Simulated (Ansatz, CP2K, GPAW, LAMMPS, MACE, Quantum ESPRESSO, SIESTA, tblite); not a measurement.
# Amorphous 29Ga2O3-71GeO2 (mol %) (86 atoms): atom by atom

86 atoms (14 Fe, 17 Ge, 55 O) placed at random at 3.54 g/cm³, melted at 5000 K for 10 ps at fixed volume with the Morse and Coulomb pair potential with partial charges (Pedone, Malavasi, Menziani, Cormack and Segre, J. Phys. Chem. B 110, 11780 (2006)). Quenched from 5000 K to 300 K at 100 K/ps and fixed volume, held 5 ps, then minimised at fixed cell. Then Fe was replaced by Ga and the cell scaled by 1.006 (the potential has no terms for the new elements, so the cell is a start for a DFT relaxation).

Calculated values (SIESTA 5.4.2, Kohn-Sham DFT, PBE, PseudoDojo 0.4.1 norm-conserving pseudopotentials (converted to PSML), numerical atomic orbitals (TZP), diagonalisation; shift 0.01 Ry; mesh 500 Ry; levels smeared at 580 K; far from plane-wave PBE on this cell, through basis, grid or potentials; Γ point; density 3.71 g/cm³) for the geometry as built.

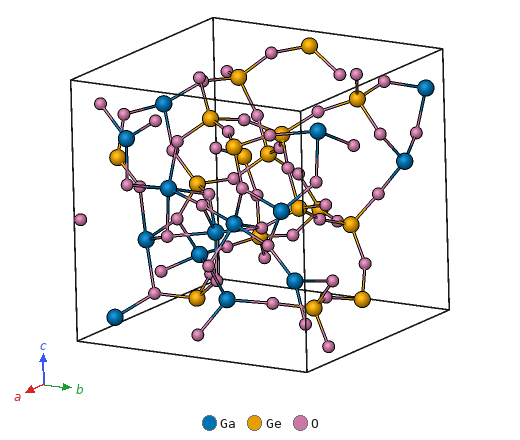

The structure (gallium blue, germanium orange, oxygen pink). Bonds to atoms that aren't drawn are left out. Some periodic images of atoms are drawn too.

Cell vectors (Å):

```
11.142 0.000 0.000
0.000 11.142 0.000
0.000 0.000 11.142
```

Positions (Å):

```
1 Ga 9.002 3.279 6.398
2 Ga 8.914 10.572 9.692
3 Ga 9.956 6.596 2.277
4 Ga 10.732 2.377 8.827
5 Ga 5.110 2.273 2.528
6 Ga 0.761 10.753 9.601
7 Ga 10.235 1.299 0.956
8 Ga 10.487 10.251 3.635
9 Ga 5.336 0.852 8.841
10 Ga 9.968 7.043 5.569
11 Ga 10.715 9.822 6.616
12 Ga 2.737 10.875 6.965
13 Ga 8.103 1.572 3.791
14 Ga 8.194 5.017 4.542
15 Ge 3.805 9.317 9.695
16 Ge 7.725 0.048 7.022
17 Ge 0.662 5.080 10.702
18 Ge 10.476 7.445 9.012
19 Ge 5.146 10.156 1.559
20 Ge 2.695 2.869 9.582
21 Ge 1.568 5.964 4.045
22 Ge 8.138 4.866 9.362
23 Ge 8.301 9.777 1.899
24 Ge 5.792 2.674 5.750
25 Ge 3.633 8.746 4.220
26 Ge 0.654 1.736 5.579
27 Ge 8.005 3.902 1.551
28 Ge 1.633 3.025 2.555
29 Ge 5.411 6.606 8.242
30 Ge 3.195 4.535 6.630
31 Ge 6.758 8.195 5.603
32 O 8.558 5.243 2.588
33 O 11.008 0.228 5.178
34 O 5.738 1.489 7.027
35 O 2.172 1.344 6.257
36 O 4.294 3.514 5.720
37 O 2.177 4.164 10.653
38 O 7.973 7.123 4.923
39 O 8.728 2.302 1.736
40 O 1.516 1.570 9.392
41 O 2.007 5.235 5.577
42 O 1.003 10.386 7.705
43 O 9.488 5.206 6.026
44 O 4.044 10.538 8.400
45 O 6.430 3.612 2.178
46 O 8.533 10.588 0.406
47 O 10.337 8.892 4.953
48 O 1.791 4.749 2.856
49 O 8.576 10.893 3.260
50 O 8.574 3.499 8.329
51 O 2.176 9.621 10.084
52 O 4.735 9.889 11.035
53 O 3.993 9.614 2.743
54 O 10.250 0.859 10.019
55 O 6.133 1.864 4.241
56 O 0.640 6.508 9.639
57 O 2.990 9.711 5.497
58 O 6.427 7.499 7.155
59 O 2.535 7.405 3.946
60 O 4.517 7.832 9.137
61 O 4.246 5.758 7.292
62 O 11.008 6.401 3.942
63 O 5.238 8.242 4.777
64 O 6.975 3.964 5.749
65 O 10.884 3.912 9.809
66 O 4.221 2.075 9.691
67 O 9.352 8.432 2.194
68 O 8.189 1.377 6.048
69 O 0.519 2.550 1.320
70 O 7.267 9.823 6.059
71 O 8.997 3.158 4.333
72 O 6.643 9.338 1.915
73 O 10.932 5.742 0.901
74 O 0.920 2.505 4.078
75 O 10.520 7.829 7.309
76 O 5.556 0.657 1.721
77 O 6.516 5.488 8.994
78 O 10.915 10.986 1.980
79 O 7.147 0.039 8.729
80 O 9.125 6.334 9.220
81 O 10.261 9.069 9.666
82 O 10.802 2.404 6.876
83 O 3.249 2.442 2.432
84 O 2.646 3.703 8.039
85 O 9.312 10.668 7.627
86 O 8.091 4.350 11.033
```

Q: Give the force and the charge of every atom.

Columns: atom, q, fx, fy, fz (forces in eV/Å, q the Hirshfeld charge in e).

```
1 0.43 -0.691 -0.235 -0.150
2 0.50 -0.214 -0.947 -0.248
3 0.56 0.335 -0.206 -1.119
4 0.50 1.392 0.981 0.339
5 0.52 -0.139 -0.286 -0.040
6 0.52 1.369 -0.405 -0.896
7 0.49 0.615 0.137 1.860
8 0.49 -0.032 1.314 -0.158
9 0.56 -0.745 0.705 -1.378
10 0.49 -0.555 -0.063 0.789
11 0.46 -0.051 0.200 -0.203
12 0.51 -0.554 -0.427 -1.035
13 0.51 -0.295 0.621 0.563
14 0.48 -0.595 -0.911 0.553
15 0.57 -0.188 -0.518 -0.232
16 0.51 -1.094 -0.066 -0.492
17 0.57 -0.624 -0.295 -0.682
18 0.56 -0.971 -1.298 0.774
19 0.56 -0.084 0.064 0.946
20 0.57 -0.260 0.086 -0.707
21 0.59 1.400 -0.767 0.302
22 0.57 0.739 1.250 -0.659
23 0.53 -0.873 -0.143 -0.753
24 0.53 0.439 0.639 1.028
25 0.57 1.274 0.387 0.923
26 0.54 1.069 -0.720 -0.644
27 0.55 -0.316 -0.827 -0.809
28 0.55 -0.088 -0.712 0.553
29 0.59 0.325 0.026 -0.939
30 0.59 1.446 -0.362 0.577
31 0.57 -1.280 0.469 0.730
32 -0.24 0.640 2.095 1.385
33 -0.29 -1.537 -2.715 -0.455
34 -0.31 -0.097 -1.921 1.883
35 -0.33 2.525 -0.280 1.113
36 -0.30 -1.530 0.155 -1.484
37 -0.28 1.803 0.784 1.767
38 -0.28 1.910 -1.150 -1.046
39 -0.28 0.866 -2.044 0.230
40 -0.30 -2.323 -1.372 -0.432
41 -0.29 -1.141 -0.108 1.092
42 -0.30 -0.025 -0.141 0.323
43 -0.32 -0.452 0.460 -1.169
44 -0.26 0.864 1.696 -1.585
45 -0.34 -2.086 -0.015 0.638
46 -0.31 0.530 1.815 -2.761
47 -0.30 0.356 0.279 0.683
48 -0.29 0.575 1.054 -1.603
49 -0.26 0.259 1.063 1.892
50 -0.30 0.858 -1.725 -0.805
51 -0.33 -2.592 -0.116 1.062
52 -0.29 0.985 0.381 -0.518
53 -0.29 -1.589 0.009 -0.327
54 -0.22 0.223 -0.591 0.387
55 -0.27 0.037 -1.467 -2.600
56 -0.30 2.411 0.633 -0.462
57 -0.35 -0.936 0.821 1.113
58 -0.32 0.917 0.177 1.024
59 -0.30 -0.100 0.335 -0.885
60 -0.30 -0.410 -0.427 0.833
61 -0.31 -0.318 0.807 -0.292
62 -0.25 -2.168 0.831 -0.056
63 -0.31 0.085 -0.819 -0.793
64 -0.31 1.899 1.945 0.626
65 -0.34 -2.008 -1.275 -1.008
66 -0.33 2.370 -0.750 0.799
67 -0.31 1.787 -2.115 0.738
68 -0.29 0.710 1.917 -1.806
69 -0.33 -0.840 -0.087 -1.534
70 -0.30 -0.158 -0.194 -1.322
71 -0.32 0.330 -0.313 0.548
72 -0.30 -0.526 -2.141 0.497
73 -0.34 -0.944 0.805 2.001
74 -0.30 -0.913 0.576 0.324
75 -0.27 0.243 0.761 -3.018
76 -0.34 0.509 2.414 -0.034
77 -0.30 -0.652 -0.869 0.924
78 -0.37 0.241 -0.223 -0.102
79 -0.26 -0.831 0.220 2.088
80 -0.32 -0.954 0.353 0.175
81 -0.29 0.052 2.344 1.104
82 -0.25 -2.035 1.537 1.774
83 -0.34 2.250 -0.747 -0.356
84 -0.31 -1.257 0.155 -0.526
85 -0.29 1.422 -0.562 1.602
86 -0.30 0.009 0.062 -0.442
```

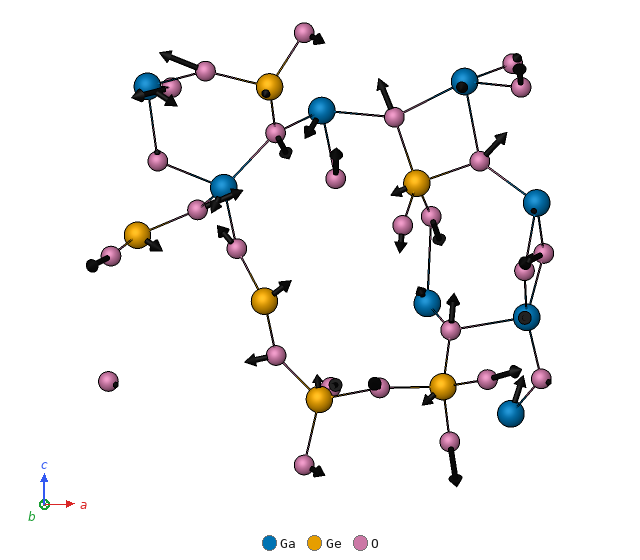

The forces as arrows, the longest 3.35 eV/Å. Drawn is a slice 5 Å thick, seen along the normal of the ac plane. Bonds to atoms that aren't drawn are left out.

The quench rate of 100 K/ps is many orders above laboratory rates, so the cell is likely richer in defects and strain than a real sample. The network of bonds at the start is that of the classical potential that made the cell, and needn't be the one that DFT or experiment would give. Only the Γ point is sampled, in a cell whose shortest periodic width is 11 Å.

The r.m.s. force component is 1.08 eV/Å; the longest force, 3.35 eV/Å, acts on O46.

[Logs are printed without paths, hosts, clocks, repeated set-up lines and the standing remarks that a program may print on its own settings, such as how far it seeks lower states.]

[Hosts, paths, dates, database ids (printed as entryN), source tags and the programs' standing remarks are cut or masked in the printed files.]
